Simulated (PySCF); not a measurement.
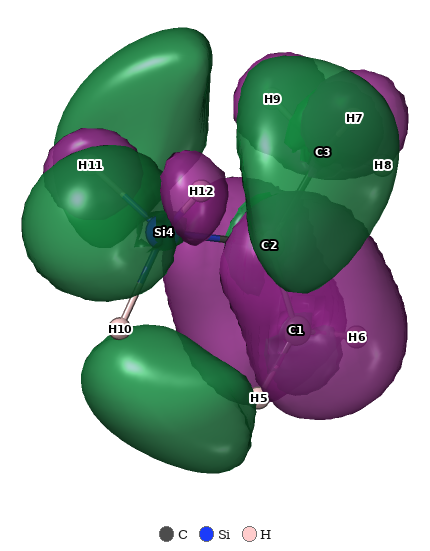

Figure. C3H8Si, SMILES `C=C(C)[SiH3]`. Unrelaxed difference density of S₁ less the ground state (full linear response singlet states), ±0.006 e/Å³; green: gain, purple: loss.

Computed with PySCF, B3LYP/def2-SVPD, geometry: GFN2-xTB. No frequency check shows the geometry to be a minimum.

### How does the charge move on excitation?

0.81 e is displaced in all, largely into diffuse regions outside the molecule. The state: 6.67 eV (186 nm), f = 0.002 (very weak), π → diffuse (Rydberg-like) orbital; the leading pair carries 98 %; hole on C1 (39 %), C2 (32 %) and C3 (6 %), electron on Si4 (27 %), H5, H7, H9, H11 and H12 (7 % each) and C1 (8 %) (atom shares of so diffuse an orbital are rough); their centroids lie 1.0 Å apart.

Run time: 13 min on 1 thread of Arm Neoverse V2, on a shared host, peak memory 0.82 GiB.
